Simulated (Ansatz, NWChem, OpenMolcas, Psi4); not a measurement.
**Computed against measured: atomisation enthalpy at 298 K**

8 molecules holding an element past argon; the atomisation enthalpy at 298 K in kJ/mol, computed less measured. Shapes, held fixed at every level: PBE0-D4/def2-TZVP. Thermal terms are harmonic and unscaled (PBE0-D4/def2-TZVP); the spin-orbit lowering of the free atoms is taken from their spectra. Programs: Ansatz 0.2.0, NWChem 7.3.0, OpenMolcas 26.06, Psi4 1.11. A level may come from different programs for different species; with the same settings they agree closely. Measured values: Active Thermochemical Tables, CRC Handbook of Chemistry and Physics, NIST-JANAF tables.

Levels: A = HF/3-21G; B = PBE/cc-pVDZ; C = B3LYP-D4/def2-TZVPP; D = CCSD/def2-TZVPP.

```
                            molecule  from tabulated heats     A    B    C     D
          AsF3 (arsenic trifluoride)                  1326  -660  +25  +13   -83
         BBr2F (dibromofluoroborane)                  1388  -495  +40  -24   -81
        BBrCl2 (bromodichloroborane)                  1262  -507  +36  -19   -80
       CBr2ClF (SMILES FC(Cl)(Br)Br)                  1329  -807  +64  -41  -130
     CBr2F2 (dibromodifluoromethane)                  1484  -812  +92  -30  -120
CBrCl2F (bromodichlorofluoromethane)                  1391  -857  +64  -40  -132
        CBrClF2 (SMILES FC(F)(Cl)Br)                  1551  -865  +88  -33  -125
         CH2BrF (bromofluoromethane)                  1556  -608  +26  -10   -76
```

Problem. Which level does best on this set, which worst, and which err to one side?

Solution. 
```json
{"level": "HF/3-21G", "kind": "Hartree–Fock", "mean error": "-701.4", "mean absolute error": "701.4", "worst case": "CBrClF2"}
{"level": "PBE/cc-pVDZ", "kind": "GGA", "mean error": "+54.4", "mean absolute error": "54.4", "worst case": "CBr2F2"}
{"level": "B3LYP-D4/def2-TZVPP", "kind": "global hybrid", "mean error": "-23.0", "mean absolute error": "26.2", "worst case": "CBr2ClF"}
{"level": "CCSD/def2-TZVPP", "kind": "coupled cluster or CI", "mean error": "-103.4", "mean absolute error": "103.4", "worst case": "CBrCl2F"}
```

On this set B3LYP-D4/def2-TZVPP has the smallest mean absolute error and HF/3-21G the largest. HF/3-21G is too low in 8 of 8; PBE/cc-pVDZ is too high in 8 of 8; B3LYP-D4/def2-TZVPP is too low in 7 of 8; CCSD/def2-TZVPP is too low in 8 of 8. The molecules' own spin-orbit binding is left out, so errors for heavy halides read too negative. The tabulated values of AsF3, BBr2F, BBrCl2 are in doubt (older tables, estimates, or at odds with other calculations) and kept here. Over the 5 molecules whose values aren't doubted the mean absolute errors are A 789.8; B 66.8; C 30.8; D 116.6. Hartree–Fock lacks correlation and underbinds. Rows in very small basis sets show the basis more than the method. Correlated wave functions converge slowly with the basis. CCSD also lacks the triples, which bind further. Relativity is left out for As, Br. Outer-core shells of As, Br are correlated, in sets that cover them unevenly. The set is small.

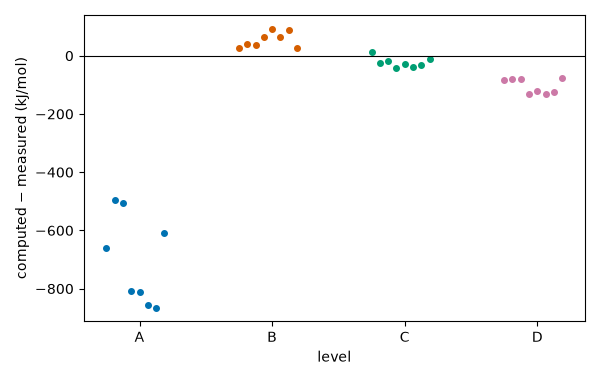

Errors of each level, one point a molecule.
